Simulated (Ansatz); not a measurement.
LiNbO2 (space group P6_3/mmc), frozen-phonon scan

Relaxed LiNbO2 (space group P6_3/mmc):

```
LiNbO2
1.0
    2.87039     0.00000     0.00000
   -1.43520     2.48583     0.00000
    0.00000     0.00000    10.22534
Li Nb O
2 2 4
Direct
  0.00000   0.00000   0.00000
  0.00000   0.00000   0.50000
  0.33333   0.66667   0.75000
  0.66667   0.33333   0.25000
  0.33333   0.66667   0.12224
  0.66667   0.33333   0.87776
  0.66667   0.33333   0.62224
  0.33333   0.66667   0.37776
```

A phonon eigenvector at Γ is frozen into this cell: atom i moves by Q times the vector below, so Q is the largest atomic displacement, in Å. The cell is held.

```json
[
 {"atom": "Li1", "x": "0.000", "y": "0.000", "z": "-1.000"},
 {"atom": "Li2", "x": "0.000", "y": "0.000", "z": "1.000"},
 {"atom": "O5", "x": "0.000", "y": "0.000", "z": "-0.330"},
 {"atom": "O6", "x": "0.000", "y": "0.000", "z": "-0.330"},
 {"atom": "O7", "x": "0.000", "y": "0.000", "z": "0.330"},
 {"atom": "O8", "x": "0.000", "y": "0.000", "z": "0.330"}
]
```

Atoms not listed stay in place.

Method: LDA (plane waves to 420 eV, PAW, scalar-relativistic; Ansatz, a program for electronic structure). k mesh 13×13×4 (Γ-centred), Fermi-Dirac smearing 0.05 eV. Energies are smeared free energies. LiNbO2 is run without spin polarisation and with no Hubbard U. LiNbO2 was relaxed with its symmetry unable to fall. The zero of ΔE is the undisplaced structure.

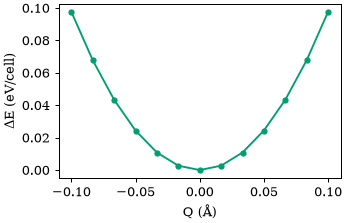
ΔE (eV/cell) against Q (Å); computed points joined by lines.

The energy at Q = 0.100 Å comes out as 97.7 meV/cell. Harmonic wavenumber from the curvature (finite differences): 504 cm⁻¹. Wavenumber by perturbation theory (DFPT, on another k mesh): 504 cm⁻¹. Symmetry of the curve: even: the same for both signs. Space group of the distorted cell: P-6m2 (No. 187), lowered from P6_3/mmc.

E″ = 19.52 eV/Å², M = Σ mᵢ|uᵢ|² = 20.9 u, ν̃ = 521.5·√(|E″|/M).

(A displaced cell: forces are minus the slopes of the energy, force constants its curvatures, and phonons follow from these.)
